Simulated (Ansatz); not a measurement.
# Relaxing generalised stacking fault on (112) of a Nb-Li solid solution (54 atoms), part 2 of 3

How does generalised stacking fault on (112) of a Nb-Li solid solution (54 atoms) relax, and what do bonds and levels look like afterwards?

Ansatz 0.2.0; Kohn-Sham DFT, PBE, PAW (set soft_2), plane waves.

The cell: 30 Nb and 24 Li. The cell is under 6 Å thick along one periodic direction. Atoms were free to move along the slip. The host structure and its lattice constant were typed by rule, without a check against the phase diagram.

So far. Step 2 (Single point at the start): The r.m.s. force component of 0.51 eV/Å sets the starting point.

### 3. Relaxation

With the cell held, the atoms are moved downhill towards a nearby minimum.

The input, input.yaml:

```yaml
crystal:
  lattice:
    - [8.82021, 0.0, 0.0]
    - [0.0, 4.80111, 0.0]
    - [0.24503, 0.0, 25.14732]
  atoms:
    [... the 54 atom lines of step 2 ...]
kpoints:
  mp_grid: { grid: [2, 4, 1] }
hamiltonian:
  xc: pbe
scf:
  occupations: { method: fermi_dirac, width: 0.1 }
output:
  forces: true
relax:
  f_tol: 0.05
  max_steps: 80
```

Run with:

```sh
$ ansatz run input.yaml --threads 4 --pin off --max-ram 8192MiB --backend cpu --events-out ev --progress --plain --runs-dir out
```

Numbers of over 12 decimals in the logs are rounded to 6 here.

Log:

```text
[...]
Crystal: 54 atoms, lattice volume = 1064.908 Å³
Basis set: ecut = 420 eV, 20743 PW (Γ), exchange–correlation on 120×72×360 points (8 copies of the dense FFT grid, shifted against one another)
Bands: 285, of which v1, the nominal top of the filled ones, is band 231 counted from 1 (230 counted from 0)
Symmetry: 1 space group operations
[...]
k-points: 6 of 8 (time reversal used)
[...]
SCF iter   1: F=—  HF=-141454.349403 eV  |F-HF|=—  |Δ(HF+E_count)|=         —  Δρ=8.73e-3  dr2=3.44e1  ethr=1.77e-3  ⟨swp⟩=9.8  Hψ=7900  notcnv=0
[...]
SCF iter   6: F=-141454.137296 eV  HF=-141454.137331 eV  |F-HF|=3.42e-5  |Δ(HF+E_count)|=   2.06e-5  Δρ=3.16e-5  dr2=4.34e-5  ethr=1.35e-8  ⟨swp⟩=2.2  Hψ=5272  notcnv=0
SCF 1 converged in 6 iterations: F = -141454.137296 eV  dr2 = 4.34e-5
[...]
relax step   1: F+E_penalty+E_count = -141454.13729630 eV  Δ(F+E_penalty+E_count) = +0.000e0 eV  max|allowed force component| = 2.038e0 eV/Å  Δτ_max = 0.0000 Å  (6 SCF iters, dr2 threshold 6.25e-5 eV, accepted)
[...]
relax step   2: F+E_penalty+E_count = -141456.96902304 eV  Δ(F+E_penalty+E_count) = -2.832e0 eV  max|allowed force component| = 1.387e0 eV/Å  Δτ_max = 0.1950 Å  (6 SCF iters, dr2 threshold 1.00e-4 eV, accepted)
[...]
relax step   3: F+E_penalty+E_count = -141458.59383108 eV  Δ(F+E_penalty+E_count) = -1.625e0 eV  max|allowed force component| = 8.050e-1 eV/Å  Δτ_max = 0.1939 Å  (6 SCF iters, dr2 threshold 1.00e-4 eV, accepted)
relax step   4: F+E_penalty+E_count = -141459.47851803 eV  Δ(F+E_penalty+E_count) = -8.847e-1 eV  max|allowed force component| = 4.631e-1 eV/Å  Δτ_max = 0.1948 Å  (6 SCF iters, dr2 threshold 1.00e-4 eV, accepted)
[...]
relax step   5: F+E_penalty+E_count = -141459.95899502 eV  Δ(F+E_penalty+E_count) = -4.805e-1 eV  max|allowed force component| = 2.710e-1 eV/Å  Δτ_max = 0.1950 Å  (6 SCF iters, dr2 threshold 7.10e-5 eV, accepted)
relax step   6: F+E_penalty+E_count = -141460.31029597 eV  Δ(F+E_penalty+E_count) = -3.513e-1 eV  max|allowed force component| = 2.390e-1 eV/Å  Δτ_max = 0.1976 Å  (6 SCF iters, dr2 threshold 2.43e-5 eV, accepted)
relax step   7: F+E_penalty+E_count = -141460.49811615 eV  Δ(F+E_penalty+E_count) = -1.878e-1 eV  max|allowed force component| = 4.270e-1 eV/Å  Δτ_max = 0.1909 Å  (7 SCF iters, dr2 threshold 1.96e-5 eV, accepted)
relax step   8: F+E_penalty+E_count = -141460.61509903 eV  Δ(F+E_penalty+E_count) = -1.170e-1 eV  max|allowed force component| = 2.553e-1 eV/Å  Δτ_max = 0.1957 Å  (6 SCF iters, dr2 threshold 1.00e-4 eV, accepted)
relax step   9: F+E_penalty+E_count = -141460.68809030 eV  Δ(F+E_penalty+E_count) = -7.299e-2 eV  max|allowed force component| = 2.113e-1 eV/Å  Δτ_max = 0.1320 Å  (6 SCF iters, dr2 threshold 2.33e-5 eV, accepted)
[...]
relax step  10: F+E_penalty+E_count = -141460.75345315 eV  Δ(F+E_penalty+E_count) = -6.536e-2 eV  max|allowed force component| = 2.085e-1 eV/Å  Δτ_max = 0.1589 Å  (6 SCF iters, dr2 threshold 1.60e-5 eV, accepted)
relax step  11: F+E_penalty+E_count = -141460.80338748 eV  Δ(F+E_penalty+E_count) = -4.993e-2 eV  max|allowed force component| = 2.682e-1 eV/Å  Δτ_max = 0.1834 Å  (6 SCF iters, dr2 threshold 2.98e-5 eV, accepted)
relax step  12: F+E_penalty+E_count = -141460.85095838 eV  Δ(F+E_penalty+E_count) = -4.757e-2 eV  max|allowed force component| = 1.974e-1 eV/Å  Δτ_max = 0.1717 Å  (6 SCF iters, dr2 threshold 7.00e-5 eV, accepted)
relax step  13: F+E_penalty+E_count = -141460.90699729 eV  Δ(F+E_penalty+E_count) = -5.604e-2 eV  max|allowed force component| = 1.398e-1 eV/Å  Δτ_max = 0.1969 Å  (6 SCF iters, dr2 threshold 2.11e-5 eV, accepted)
relax step  14: F+E_penalty+E_count = -141460.94794347 eV  Δ(F+E_penalty+E_count) = -4.095e-2 eV  max|allowed force component| = 2.175e-1 eV/Å  Δτ_max = 0.1991 Å  (7 SCF iters, dr2 threshold 9.81e-6 eV, accepted)
relax step  15: F+E_penalty+E_count = -141460.97696155 eV  Δ(F+E_penalty+E_count) = -2.902e-2 eV  max|allowed force component| = 3.229e-1 eV/Å  Δτ_max = 0.1987 Å  (6 SCF iters, dr2 threshold 2.37e-5 eV, accepted)
relax step  16: F+E_penalty+E_count = -141461.04899437 eV  Δ(F+E_penalty+E_count) = -7.203e-2 eV  max|allowed force component| = 4.042e-1 eV/Å  Δτ_max = 0.1946 Å  (6 SCF iters, dr2 threshold 1.00e-4 eV, accepted)
relax step  17: F+E_penalty+E_count = -141461.22270521 eV  Δ(F+E_penalty+E_count) = -1.737e-1 eV  max|allowed force component| = 7.299e-1 eV/Å  Δτ_max = 0.1935 Å  (6 SCF iters, dr2 threshold 1.00e-4 eV, accepted)
relax step  18: F+E_penalty+E_count = -141461.47125053 eV  Δ(F+E_penalty+E_count) = -2.485e-1 eV  max|allowed force component| = 5.046e-1 eV/Å  Δτ_max = 0.1934 Å  (6 SCF iters, dr2 threshold 1.00e-4 eV, accepted)
relax step  19: F+E_penalty+E_count = -141461.70921476 eV  Δ(F+E_penalty+E_count) = -2.380e-1 eV  max|allowed force component| = 4.722e-1 eV/Å  Δτ_max = 0.1945 Å  (6 SCF iters, dr2 threshold 1.00e-4 eV, accepted)
relax step  20: F+E_penalty+E_count = -141461.86326682 eV  Δ(F+E_penalty+E_count) = -1.541e-1 eV  max|allowed force component| = 4.117e-1 eV/Å  Δτ_max = 0.2000 Å  (6 SCF iters, dr2 threshold 1.00e-4 eV, accepted)
relax step  21: F+E_penalty+E_count = -141461.88355075 eV  Δ(F+E_penalty+E_count) = -2.028e-2 eV  max|allowed force component| = 3.728e-1 eV/Å  Δτ_max = 0.1929 Å  (6 SCF iters, dr2 threshold 1.00e-4 eV, accepted)
relax step  22: F+E_penalty+E_count = -141461.96405900 eV  Δ(F+E_penalty+E_count) = -8.051e-2 eV  max|allowed force component| = 2.779e-1 eV/Å  Δτ_max = 0.1955 Å  (6 SCF iters, dr2 threshold 1.00e-4 eV, accepted)
relax step  23: F+E_penalty+E_count = -141461.98964357 eV  Δ(F+E_penalty+E_count) = -2.558e-2 eV  max|allowed force component| = 8.307e-2 eV/Å  Δτ_max = 0.0773 Å  (6 SCF iters, dr2 threshold 4.29e-5 eV, accepted)
relax step  24: F+E_penalty+E_count = -141461.92333455 eV  Δ(F+E_penalty+E_count) = +6.631e-2 eV  max|allowed force component| = 2.051e-1 eV/Å  Δτ_max = 0.1683 Å  (9 SCF iters, rejected (line search))
relax step  25: F+E_penalty+E_count = -141462.00310139 eV  Δ(F+E_penalty+E_count) = -1.346e-2 eV  max|allowed force component| = 3.375e-2 eV/Å  Δτ_max = 0.0821 Å  (8 SCF iters, accepted)
[...]
relax step  26: F+E_penalty+E_count = -141462.00781367 eV  Δ(F+E_penalty+E_count) = -4.712e-3 eV  max|allowed force component| = 3.226e-2 eV/Å  Δτ_max = 0.0683 Å  (8 SCF iters, accepted)
SCF converged after 8 iterations
Free energy (F): -141462.007814 eV
[...]
Internal energy: -141460.379976 eV  (E = F + TS)
E sigma→0 (E₀):  -141461.193895 eV
Entropy (-TS):   -1.627838 eV (-30.145 meV/atom)
Fermi energy:    9.314905 eV
[...]
--- Forces (eV/Å), atoms counted from 1 ---
  atom   1  Nb    -0.00019995    -0.00025626    -0.00625712
  atom   2  Nb    -0.00145797    -0.00002473    -0.00286552
  atom   3  Li    -0.00353708     0.00010112    -0.00238048
  atom   4  Nb    -0.00246111    -0.00006446     0.02846341
  atom   5  Nb    -0.00863361     0.00021331    -0.00035819
  atom   6  Li     0.00093094    -0.00004172     0.00481670
  atom   7  Li    -0.00653364     0.00006478     0.00109465
  atom   8  Li    -0.00520322     0.00001701    -0.00359756
  atom   9  Nb     0.00189041    -0.00004529     0.01968396
  atom  10  Nb     0.00502887    -0.00004440    -0.01739324
  atom  11  Li     0.01128699    -0.00000124     0.00120333
  atom  12  Li     0.00945040     0.00000614    -0.00469504
  atom  13  Nb     0.01713944    -0.00002388     0.01100827
  atom  14  Nb    -0.02414140    -0.00005639    -0.00877428
[...]
atom  53  Li     0.00625430    -0.00010448     0.00157662
  atom  54  Li     0.00541631    -0.00011667    -0.01064642
  max |Σ_I F_I| component: 7.64e-5 eV/Å
--- Relaxed structure (26 steps of the walk, 25 accepted, 0 SCFs on fresh bases) ---
  F+E_penalty+E_count = -141462.00781367 eV   max|allowed force component| = 3.226e-2 eV/Å
  atoms:
    - { symbol: Nb, position: [0.603384, 1.000499, 0.981817] }
    - { symbol: Nb, position: [0.296792, 0.000526875, 0.986553] }
    - { symbol: Li, position: [0.942277, 0.00043614, 0.983900] }
    - { symbol: Nb, position: [0.706982, 0.500487, 0.037492] }
[...]
- { symbol: Li, position: [0.164467, 0.500570, 0.933812] }
```

Elapsed: 19 min, on 4 threads of Arm Neoverse V2, shared host; peak memory 4.6 GiB; 71 min of CPU time.

The steps of the relaxation (22 of 26):

```
step  energy less that of the first step (eV)  largest force component (eV/Å)
   1                                   0.0000                          2.0380
   2                                  -2.8317                          1.3871
   3                                  -4.4565                          0.8050
   5                                  -5.8217                          0.2710
   6                                  -6.1730                          0.2390
   7                                  -6.3608                          0.4270
   8                                  -6.4778                          0.2553
   9                                  -6.5508                          0.2113
  11                                  -6.6661                          0.2682
  12                                  -6.7137                          0.1974
  13                                  -6.7697                          0.1398
  14                                  -6.8106                          0.2175
  15                                  -6.8397                          0.3229
  16                                  -6.9117                          0.4042
  18                                  -7.3340                          0.5046
  19                                  -7.5719                          0.4722
  20                                  -7.7260                          0.4117
  21                                  -7.7463                          0.3728
  22                                  -7.8268                          0.2779
  24                                  -7.7860                          0.2051
  25                                  -7.8658                          0.0338
  26                                  -7.8705                          0.0323
```

Relaxation step 24 was tried and not accepted.

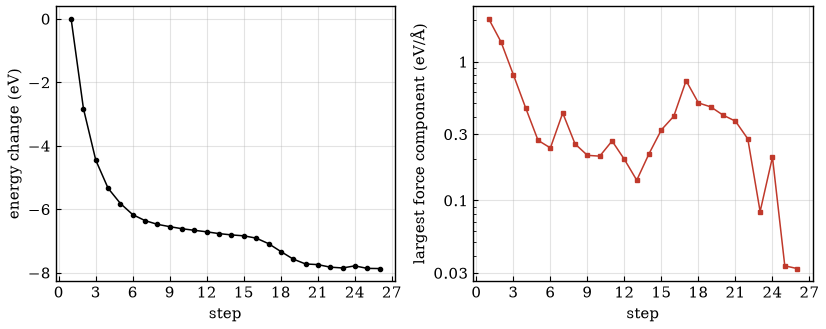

Energy and largest force along the relaxation.

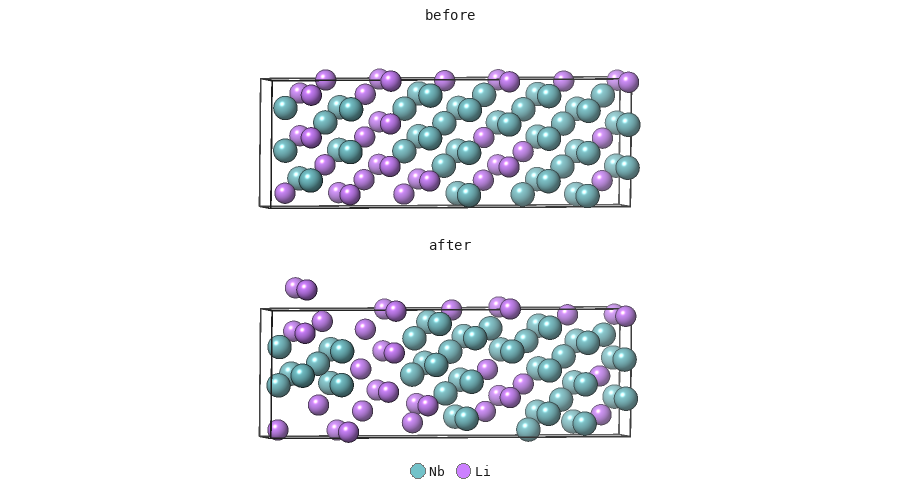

Before and after, at one scale.

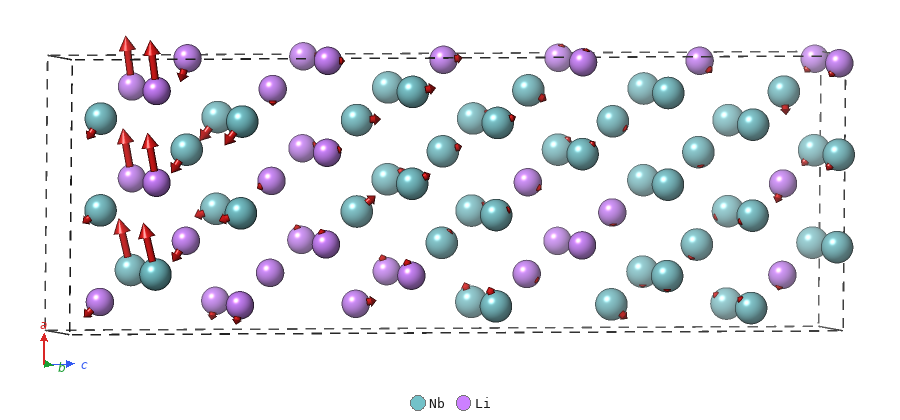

Displacements in the relaxation, scaled; the longest in the cell stands for 2.47 Å. Some periodic images of atoms are drawn too.

The atoms that moved most (Å):

```
atom      dx      dy      dz  length
 Nb9   2.396   0.003  -0.594   2.469
 Li7   2.431  -0.005  -0.336   2.454
 Li8   2.380   0.002  -0.455   2.423
Nb13  -0.831   0.009  -0.620   1.037
Nb10  -0.781   0.007  -0.507   0.931
Li11  -0.709  -0.004  -0.441   0.835
Li12  -0.789   0.011  -0.233   0.823
 Nb4  -0.624   0.016  -0.410   0.747
```

The relaxation changed the energy by -146 meV/atom, and atoms moved by 0.74 Å r.m.s., 2.5 Å at most.

### 4. Distances and neighbours after relaxation

Density 4.61 g/cm³, 19.72 Å³ an atom.

Pair distribution functions g(r), in bins of 0.2 Å:

```
r (Å)  total  Nb-Nb  Nb-Li  Li-Li
 2.30   0.05   0.17   0.00   0.00
 2.50   0.13   0.43   0.00   0.00
 2.70   0.83   1.56   0.08   1.57
 2.90   4.40   5.96   3.86   3.29
 3.10   2.08   2.15   1.83   2.58
 3.30   2.17   2.34   1.83   2.73
 3.50   1.11   0.24   1.73   0.96
 3.70   0.22   0.00   0.31   0.33
 3.90   0.15   0.00   0.04   0.68
 4.10   0.16   0.29   0.10   0.09
 4.30   0.22   0.20   0.19   0.31
 4.50   0.59   0.97   0.40   0.44
 4.70   1.19   1.46   1.36   0.33
 4.90   1.29   1.61   0.77   2.13
 5.10   0.67   0.36   0.52   1.54
 5.30   1.21   1.78   1.00   0.83
 5.50   2.12   2.58   2.15   1.31
 5.70   2.20   1.83   2.43   2.19
 5.90   1.40   1.03   1.54   1.58
 6.10   0.49   0.40   0.40   0.86
 6.30   0.28   0.24   0.24   0.44
 6.50   0.38   0.29   0.43   0.38
 6.70   0.41   0.46   0.42   0.33
 6.90   0.41   0.29   0.42   0.55
 7.10   0.99   1.04   1.18   0.44
 7.30   1.79   2.45   1.60   1.21
 7.50   1.84   1.56   1.98   1.96
 7.70   1.15   0.86   1.26   1.34
```

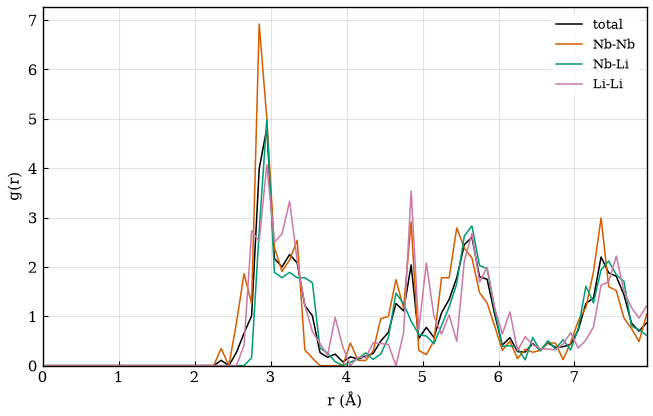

Pair distribution functions.

[end of part 2 of 3]

[Logs are printed without paths, hosts, clocks, repeated set-up lines and the standing remarks that a program may print on its own settings, such as how far it seeks lower states.]

[Hosts, paths, dates, database ids (printed as entryN), source tags and the programs' standing remarks are cut or masked in the printed files.]
